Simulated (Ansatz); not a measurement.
C3H9GeN (SMILES C=C[CH2][GeH2][NH2])

The calculation's input:

```
crystal:
  periodic: [false, false, false]
  atoms:
    - { symbol: C, position_ang: [-2.0347, -0.2886, 0.7652] }
    - { symbol: C, position_ang: [-1.4399, -0.3033, -0.4152] }
    - { symbol: C, position_ang: [-0.1497, -1.0, -0.5647] }
    - { symbol: Ge, position_ang: [1.3648, 0.0086, 0.3529] }
    - { symbol: "N", position_ang: [1.3996, 1.7063, -0.3825] }
    - { symbol: H, position_ang: [-3.0431, 0.2741, 0.8173] }
    - { symbol: H, position_ang: [-1.6365, -0.6935, 1.6509] }
    - { symbol: H, position_ang: [-1.852, 0.1624, -1.3009] }
    - { symbol: H, position_ang: [0.1522, -1.0622, -1.5838] }
    - { symbol: H, position_ang: [-0.1783, -2.025, -0.1042] }
    - { symbol: H, position_ang: [0.9588, 0.0932, 1.8907] }
    - { symbol: H, position_ang: [2.6639, -0.7222, 0.1774] }
    - { symbol: H, position_ang: [1.5991, 1.6266, -1.3881] }
    - { symbol: H, position_ang: [2.1829, 2.1943, 0.1138] }
basis:
  gaussian: { orbitals: def2-mTZVP }
hamiltonian:
  xc: pbe0
relax:
  f_tol: 0.015
  max_steps: 40
output:
  orbitals: {}
```

Run with:

```sh
ansatz run input.yaml --threads 2 --pin off --max-ram 3072MiB --backend cpu --events-out ev --progress --plain --runs-dir out
```

The fields are those of the relaxed geometry.

All numbers below come from Ansatz, RKS PBE0/def2-mTZVP.

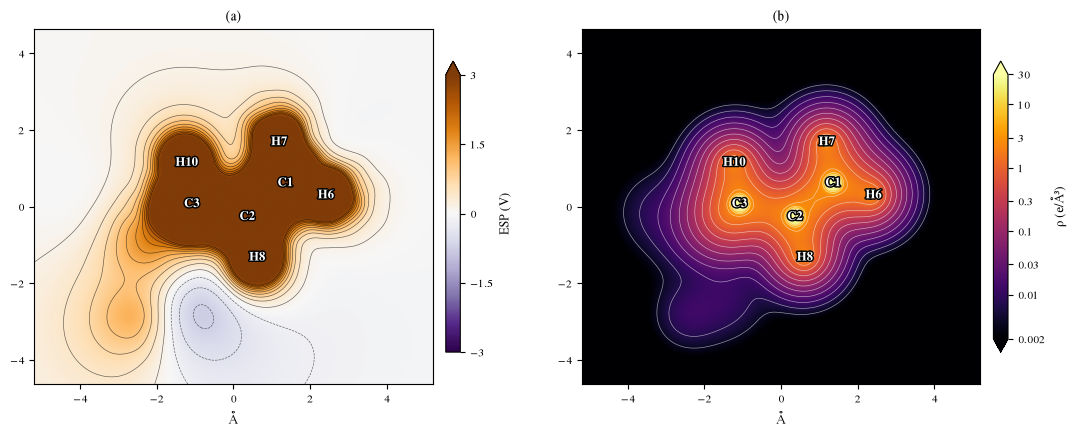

Figure 1. (a) electrostatic potential; (b) total electron density on the plane of atoms C3, C2 and H8.

### Read the bonding off the picture.

The section cuts through C and H sites. C–C (1.33 Å): ρ at the midpoint is about 2.3 e/Å³. C–C (1.49 Å): ρ at the midpoint is about 1.7 e/Å³. C–H (1.08 Å): ρ is about 2 e/Å³ halfway. Outside the dense part of the molecule the potential is most negative (−0.8 V) near N5, which lies off the plane.

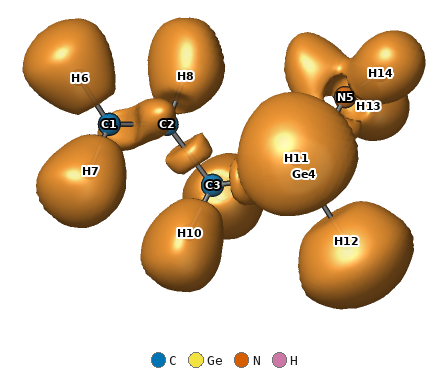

Figure 2. Isosurface of the ELF at 0.8 (orange), seen across its widest extent. Only the valence region is drawn (cores and ρ < 0.01 e/Å³ removed).

### Describe the localisation domains.

At this value the surface marks out two regions between bonded C–C atoms (shared pairs), seven regions around hydrogen nuclei, one lobe of the valence shell of C pointing towards Ge (polar bonds) and one joined region spread over several atoms (H, N), in which their bonds and any lone pairs are merged. Profiles from the grid: C–C (1.33 Å): the ELF peaks at about 0.95 between the atoms: a multiple bond. Ge–N (1.85 Å): the ELF peaks at about 0.90 in the valence shell of N, 0.6 Å from its nucleus, and is about 0.45 at the midpoint.

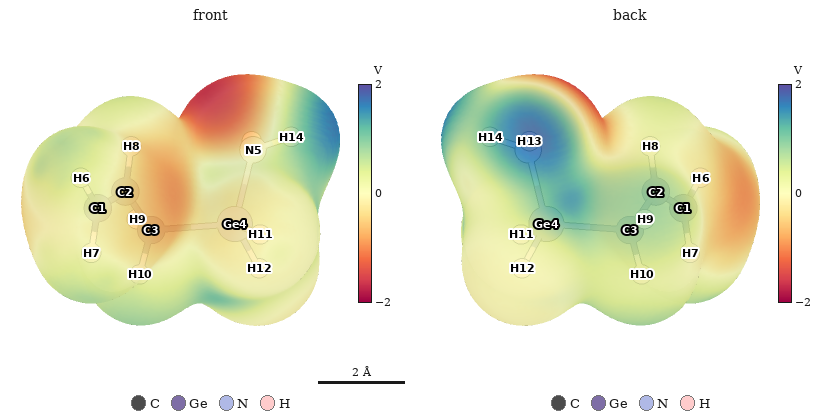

Figure 3. The molecular electrostatic potential painted on the density surface at 0.002 e/bohr³, seen from the front and from behind; red is negative and blue positive.

### Describe the electrostatic potential map.

The most negative region (about −1.6 V) lies over N5, the most positive (about +1.7 V) over H13 and H14. N5 is the likeliest acceptor of a hydrogen bond.
